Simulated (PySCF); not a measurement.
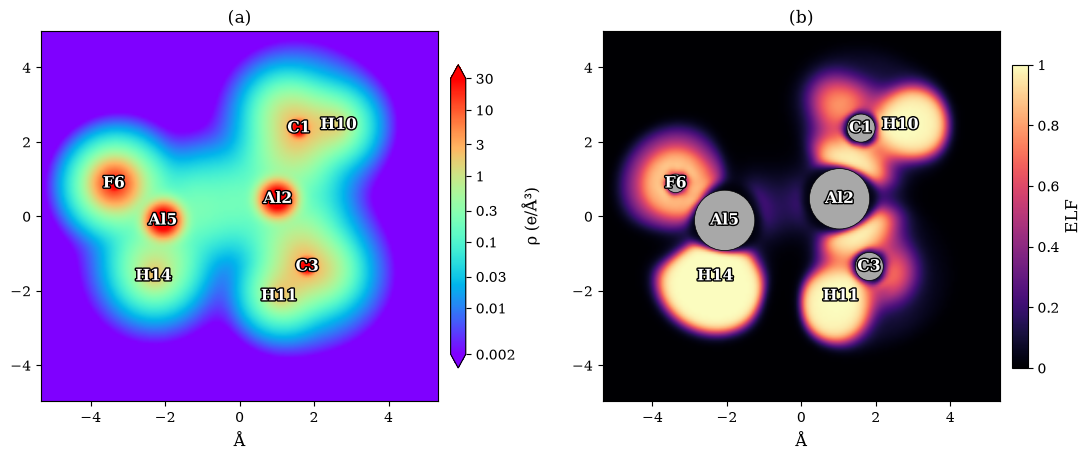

*C$_{2}$H$_{7}$Al$_{2}$Cl$_{2}$F (SMILES [CH3][Al-]1([CH3])[Cl+][AlH-]([F])[Cl+]1). (a) electron density; (b) electron localisation function on the plane of atoms Al2, C3 and H11. Grey discs cover the atomic cores in the ELF map.*

Geometry: GFN2-xTB.

The calculation used wB97X-D/def2-SVPD, SCF density, gas phase in PySCF.

```xyz
14

C    -2.0737    1.0652   -0.2026
Al   -0.5375   -0.1818   -0.0556
C    -0.1831   -2.1338    0.0318
Cl    1.0291    0.5904   -1.5006
Al    2.3341    1.0726    0.1673
F     2.8651    2.6346    0.1815
Cl    0.7531    0.6700    1.5992
H    -1.9356    1.8740   -0.9299
H    -2.3155    1.5519    0.7496
H    -2.9801    0.5335   -0.5053
H     0.8855   -2.3675    0.1334
H    -0.5317   -2.6723   -0.8549
H    -0.6820   -2.6096    0.8821
H     3.3717   -0.0277    0.2819
```

Question: Read the bonding off the picture.

Answer:
- The section cuts through C, Al, F and H sites.
- Al–F (1.65 Å): the density is about 0.82 e/Å³ at the midpoint; the ELF peaks at about 0.85 in the valence shell of F, 0.6 Å from its nucleus, and is about 0.25 at the midpoint.
- C–Al (1.98 Å): ρ is about 0.71 e/Å³ halfway; the ELF peaks at about 0.95 between the atoms (a polar covalent bond).
- C–H (1.09 Å): the density is about 1.9 e/Å³ at the midpoint; the ELF climbs to about 1 towards the hydrogen, as it does in any bond to H: an ordinary covalent bond to hydrogen.
- Al–H (1.52 Å): the density is about 0.62 e/Å³ at the midpoint; the ELF climbs to about 1 towards the hydrogen.
- The ELF also peaks beside F6, away from the bonds: lone-pair regions.
